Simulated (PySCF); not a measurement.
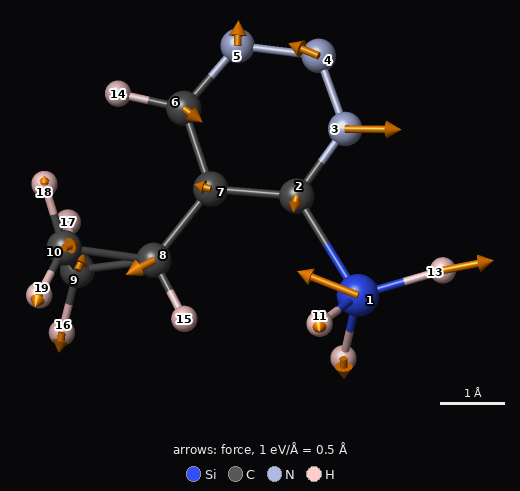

Starting geometry of C6H9N3Si with the computed forces as orange arrows. The picture is a ball-and-stick view, seen at a tilt.

The start comes from GFN2-xTB. Its atoms were then displaced at random by about 0.01 Å.

Level of theory: PBE0-D3(BJ)/def2-SVP geometry optimisation, gas phase (PySCF 2.14.0, density-fitted response routines). 

What follows when this structure is relaxed?

It isn't relaxed: the largest force vector, on the Si atom, is 2.10 eV/Å. The final displacements follow the starting forces only in part (cosine between the two patterns 0.34). The atom that moves furthest after the best rigid fit is an H atom (0.11 Å). By element the largest moves are H 0.11 Å, Si 0.06 Å, C 0.05 Å, N 0.05 Å. Some distances before and after: H–Si 1.409 → 1.486 Å, H–Si 1.455 → 1.496 Å, C–Si 1.927 → 1.901 Å, N–N 1.282 → 1.307 Å. Bond angles that change, for instance: H–Si–H 114.5° → 110.6°, C–Si–H 106.5° → 109.7°, C–N–N 124.8° → 121.6°. The energy falls by 18.8 kJ/mol in 5 geometry steps.
